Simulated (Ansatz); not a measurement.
# C2H8BGaO (SMILES C[B]([GaH2])CO): what the fields show

Input file:

```
crystal:
  periodic: [false, false, false]
  atoms:
    - {symbol: C, position_ang: [-1.591931, 1.241779, 0.046312]}
    - {symbol: B, position_ang: [-0.310618, 0.366307, 0.114925]}
    - {symbol: Ga, position_ang: [1.516773, 0.257916, 1.136749]}
    - {symbol: C, position_ang: [-0.086428, -0.893105, -0.798123]}
    - {symbol: O, position_ang: [1.295871, -1.273819, -0.604978]}
    - {symbol: H, position_ang: [-1.316759, 2.104374, -0.581069]}
    - {symbol: H, position_ang: [-2.458773, 0.772024, -0.428987]}
    - {symbol: H, position_ang: [-1.890530, 1.668808, 1.005821]}
    - {symbol: H, position_ang: [1.650973, -0.666803, 2.414813]}
    - {symbol: H, position_ang: [2.808618, 1.075399, 0.748026]}
    - {symbol: H, position_ang: [-0.761115, -1.686726, -0.441427]}
    - {symbol: H, position_ang: [-0.290866, -0.752285, -1.867379]}
    - {symbol: H, position_ang: [1.434775, -2.213859, -0.744693]}
basis:
  gaussian: {orbitals: def2-TZVPP}
hamiltonian: {xc: pbe0, dispersion: d4}
output: {orbitals: {seedname: orbitals}}
```

Command:

```sh
ansatz run in.yaml --threads 2 --pin off --events-out ev --progress --plain --max-ram 22528MiB --backend cuda --devices 0, --max-vram 18GiB
```

Geometry: PBE0-D4/def2-TZVP.

Level of theory: RKS PBE0-D4/def2-TZVPP (Ansatz).

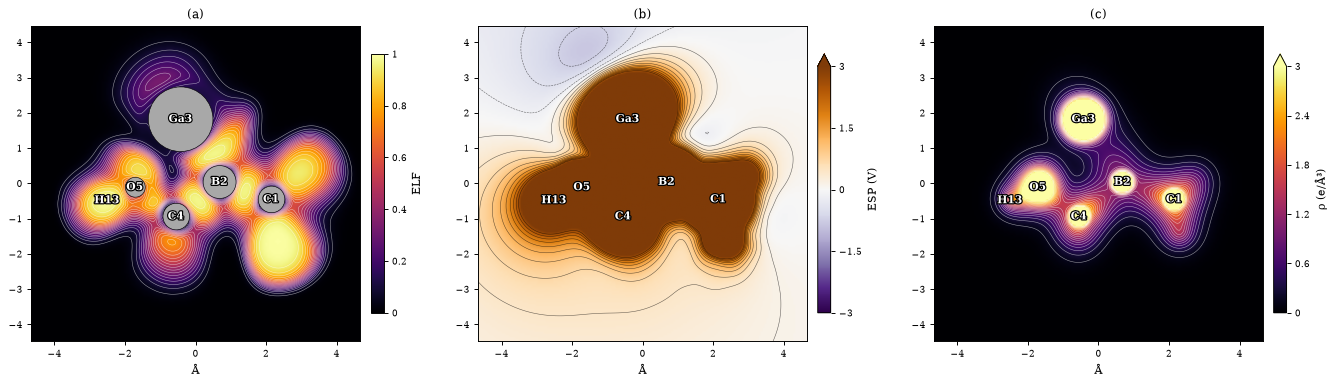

Figure 1. (a) electron localisation function; (b) electrostatic potential; (c) total electron density on the plane of atoms Ga3, B2 and C4. Grey discs cover the atomic cores in the ELF map.

Q: Interpret the plot.

A: Atoms in the plane: C, B, Ga, O and H.
C–O (1.45 Å): ρ is about 1.9 e/Å³ halfway, with its minimum of 1.6 e/Å³ about 0.5 Å from C; the ELF peaks at about 0.90 between the atoms: a polar covalent bond.
C–B (1.55 Å): ρ at the midpoint is about 1.5 e/Å³; the ELF peaks at about 0.95 between the atoms, as expected for a shared electron pair.
Ga–B (2.10 Å): the density is about 0.66 e/Å³ at the midpoint; the ELF peaks at about 0.95 in the valence shell of B, 0.8 Å from its nucleus, and is about 0.70 at the midpoint.
O–H (0.96 Å): ρ is about 3.9 e/Å³ halfway; the ELF climbs to about 1 towards the hydrogen, as it does in any bond to H; an ordinary covalent bond to hydrogen.
Outside the dense part of the molecule the potential is most negative (−0.8 V) near H10, which lies off the plane.

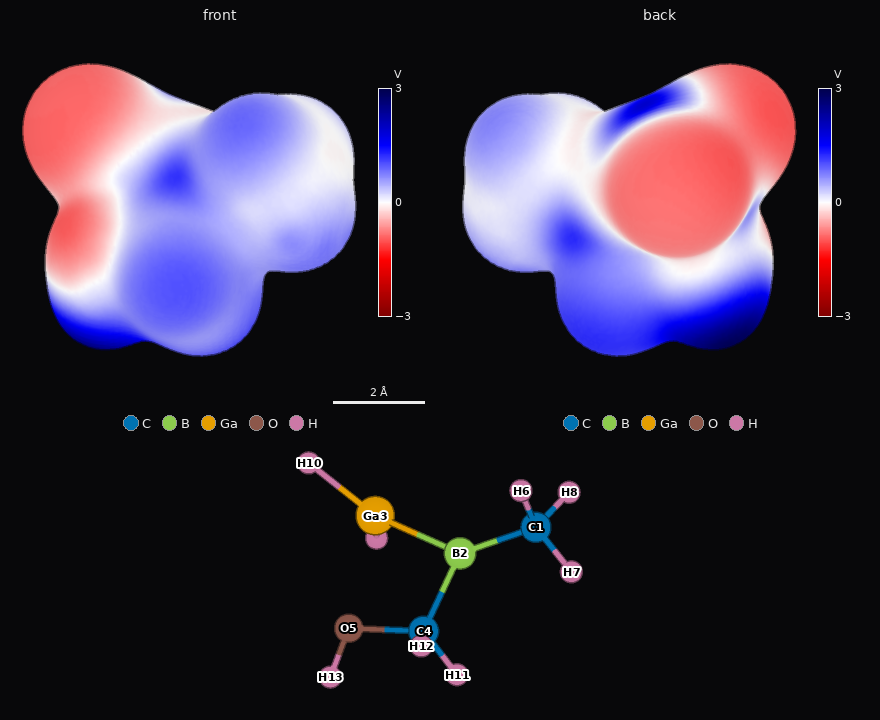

Figure 2. The electrostatic potential painted on the density surface at 0.002 e/bohr³, seen from the front and from behind; the colour scale runs from red (negative) to blue (positive). The bare structure is drawn below in the same view.

Q: Which sites attract a positive test charge, and which a negative one?

A: A positive charge is drawn to the negative regions and a negative charge to the positive ones. The most negative region (about −1.0 V) lies over O5, H9 and H10, the most positive (about +2.8 V) over H13.

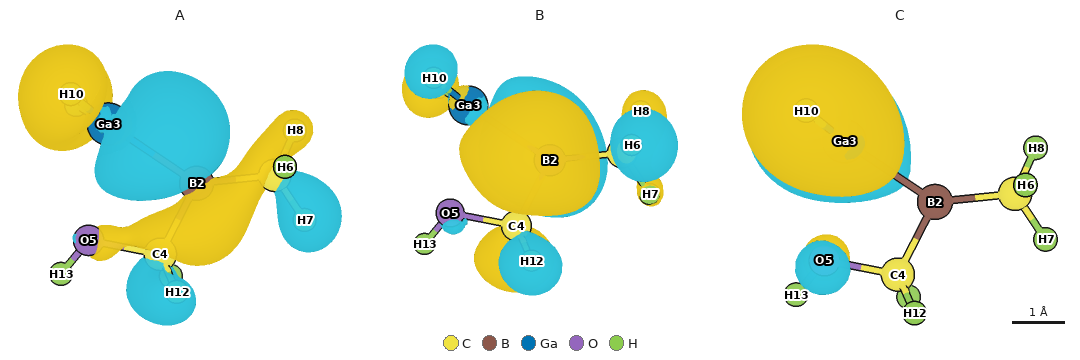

Figure 3. Three frontier orbitals at ±0.08 Å⁻³ᐟ² (yellow and cyan are the two phases), in no order.

Q: Order the three orbitals by energy and name them.

A: C is the HOMO−1 (−7.62 eV). By Hirshfeld shares it lies mainly on Ga3 (about 40 %), H9 (about 30 %) and H10 (about 30 %). A is the HOMO (−6.47 eV). It lies mainly on B2 (about 30 %), Ga3 (about 30 %), C4 (about 10 %), H9 (about 5 %) and H10 (about 5 %). B is the LUMO (−1.10 eV). It lies mainly on B2 (about 50 %), Ga3 (about 15 %), C4 (about 10 %) and C1 (about 10 %).

Q: What is the HOMO–LUMO gap?

A: 5.37 eV between the orbital energies.
